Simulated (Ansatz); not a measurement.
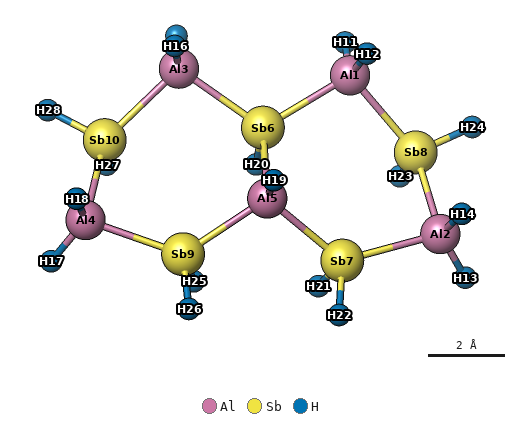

The structure (ball-and-stick view, seen at a tilt; atoms are numbered from 1 in the order of the input). Sticks mark near contacts. Bond lengths as drawn: Al–H 1.60 Å, Al–Sb 2.67 to 2.74 Å and H–Sb 1.72 Å.

## Single-point calculation of Al5Sb5H18

Al5Sb5H18 (Al5Sb5 zinc blende bond disc), computed with RHF-MP2, frozen core/def2-SVP (Ansatz 0.2.0).

The geometry comes from this level: PBE-D4/def2-SVP.

The input:
```yaml
crystal:
  periodic: [false, false, false]
  atoms:
    - {symbol: Al, position_ang: [-2.369224, 0.855241, 2.645996]}
    - {symbol: Al, position_ang: [-2.693654, 3.996279, -1.151380]}
    - {symbol: Al, position_ang: [0.854917, -2.373433, 2.642708]}
    - {symbol: Al, position_ang: [3.995228, -2.694613, -1.156313]}
    - {symbol: Al, position_ang: [1.132912, 1.132371, -0.242506]}
    - {symbol: Sb, position_ang: [-0.440315, -0.441206, 1.229328]}
    - {symbol: Sb, position_ang: [-0.567009, 2.437212, -1.893318]}
    - {symbol: Sb, position_ang: [-3.668304, 2.195102, 0.642455]}
    - {symbol: Sb, position_ang: [2.437933, -0.565790, -1.894518]}
    - {symbol: Sb, position_ang: [2.195131, -3.670257, 0.638011]}
    - {symbol: H, position_ang: [-3.398218, -0.221508, 3.236071]}
    - {symbol: H, position_ang: [-1.635876, 1.988220, 3.509953]}
    - {symbol: H, position_ang: [-3.664709, 4.145670, -2.413796]}
    - {symbol: H, position_ang: [-2.052970, 5.209311, -0.326124]}
    - {symbol: H, position_ang: [-0.222866, -3.402892, 3.230175]}
    - {symbol: H, position_ang: [1.987352, -1.642010, 3.508841]}
    - {symbol: H, position_ang: [4.141208, -3.664221, -2.420380]}
    - {symbol: H, position_ang: [5.210617, -2.057049, -0.331914]}
    - {symbol: H, position_ang: [2.120811, 2.121278, 0.528404]}
    - {symbol: H, position_ang: [-1.287479, -1.285933, -0.006510]}
    - {symbol: H, position_ang: [-1.184730, 1.170703, -2.871243]}
    - {symbol: H, position_ang: [0.353200, 3.186178, -3.135768]}
    - {symbol: H, position_ang: [-4.499558, 1.024178, -0.296539]}
    - {symbol: H, position_ang: [-5.079755, 2.924790, 1.294382]}
    - {symbol: H, position_ang: [1.172157, -1.179396, -2.875898]}
    - {symbol: H, position_ang: [3.189773, 0.357000, -3.133174]}
    - {symbol: H, position_ang: [1.024165, -4.503336, -0.299374]}
    - {symbol: H, position_ang: [2.926562, -5.080688, 1.290231]}
basis:
  gaussian: {orbitals: def2-SVP, initial_orbitals: start.molden}
correlation: {method: mp2}
scf: {omitted_lower_state_checks: [starts]}
output: {orbitals: {seedname: orbitals}}
```

Hardware: 4 threads of Arm Neoverse V1, 23 GiB of memory available, shared host.

Command:
```bash
ansatz run in.yaml --threads 4 --pin off --events-out ev --progress --plain --max-ram 6963MiB
```

What the program printed:
```
Functional definition: HF
  name "HF"
  cite "Fock, Z. Phys. 61, 126 (1930) doi:10.1007/BF01340294"
  parent pbe
  exchange = exact_x
  correlation = 0
these checks for a lower state are left out or cut short: starts
3389 factors; integrals over basis functions are off by at most 1.2e-3 eV
mean field evaluation 1: about -65741.2823 eV, gradient 2.5e1 eV
mean field evaluation 2: about -65743.2716 eV, gradient 1.5e0 eV
mean field evaluation 4: about -65743.3077 eV, gradient 3.8e-1 eV
mean field evaluation 8: about -65743.3079 eV, gradient 2.0e-5 eV
mean field -65743.30788457 eV, -2416.0220023433 hartree, gradient 6.2e-7 eV, S^2 0.000000; 0 other end points of the search recorded, 0 dependent functions left out
45 core orbitals not correlated: weight in the atoms' cores, before any rotation towards them, 1.000 or more for the frozen orbitals, at most 0.000 for the correlated occupied ones
reference -65743.30788457 eV, -2416.0220023433 hartree; 54, 54 occupied and 211, 211 virtual orbitals, 3389 factors
second order -26.82276354 eV of doubles, -0.00000000 eV of singles
Total energy: -65770.13064811 eV, -2417.0077207222 hartree
Checks for a lower state left out: starts
```

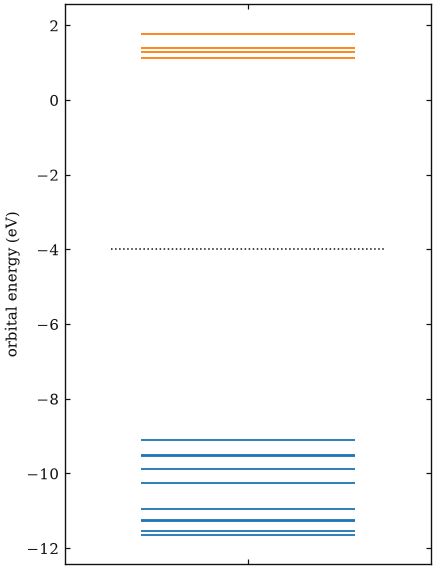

Orbital energies near the frontier; the dotted line parts filled from empty levels, and levels within 0.02 eV of each other stand side by side. Highest filled −9.10 eV, lowest empty 1.13 eV, 10.23 eV apart.

Results in brief:

- outcome: converged
- total energy: −65770.1306 eV
- mean-field energy: −65743.3079 eV
- SCF solution under orbital rotations: stable
- HOMO: −9.10 eV
- LUMO: 1.13 eV
- wall time: 29 s (CPU time 1.9 min)
- peak memory: 1.8 GiB
